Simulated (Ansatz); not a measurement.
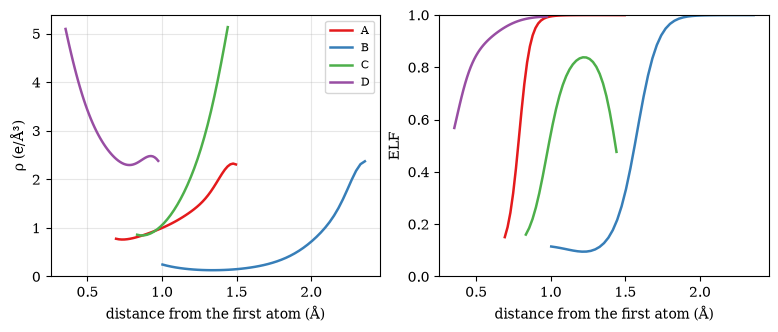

Figure. GaH₃O₂···SiH₄. Total electron density and electron localisation function along straight lines between neighbouring atoms. The curves leave out the atomic cores.

Method: RKS PBE-D4/def2-SVP (Ansatz).

```yaml
atoms:
  - { symbol: Ga, position_ang: [0.0836, -0.5435, 0.0048] }
  - { symbol: H, position_ang: [-0.2187, -1.4691, 1.2354] }
  - { symbol: O, position_ang: [1.6115, -0.5248, -0.9473] }
  - { symbol: H, position_ang: [2.2850, -1.1124, -0.5602] }
  - { symbol: O, position_ang: [-1.1312, 0.5333, -0.8057] }
  - { symbol: H, position_ang: [-2.0098, 0.4710, -0.3887] }
  - { symbol: Si, position_ang: [-0.0663, 2.6444, 1.0943] }
  - { symbol: H, position_ang: [0.5382, 3.6194, 2.0711] }
  - { symbol: H, position_ang: [0.2097, 3.0864, -0.3072] }
  - { symbol: H, position_ang: [-1.5331, 2.5198, 1.3899] }
  - { symbol: H, position_ang: [0.6045, 1.3094, 1.3695] }
```

### Which curve belongs to which contact (Ga–H, Ga–O, O–H and Si–H)? The first atom named is at distance zero.

Curve A: Si–H (1.50 Å): ρ is about 0.76 e/Å³ halfway; the ELF climbs to about 1 towards the hydrogen, as it does in any bond to H. Curve B: Ga1···H11 (2.36 Å): the density falls to about 0.13 e/Å³ on the way; the ELF dips to about 0.10 between them. Curve C: Ga–O (1.80 Å): ρ is about 0.86 e/Å³ halfway; the ELF peaks at about 0.85 in the valence shell of O, 0.6 Å from its nucleus, and is about 0.25 at the midpoint. Curve D: O–H (0.97 Å): ρ is about 3.5 e/Å³ halfway; the ELF climbs to about 1 towards the hydrogen (an ordinary covalent bond to hydrogen).
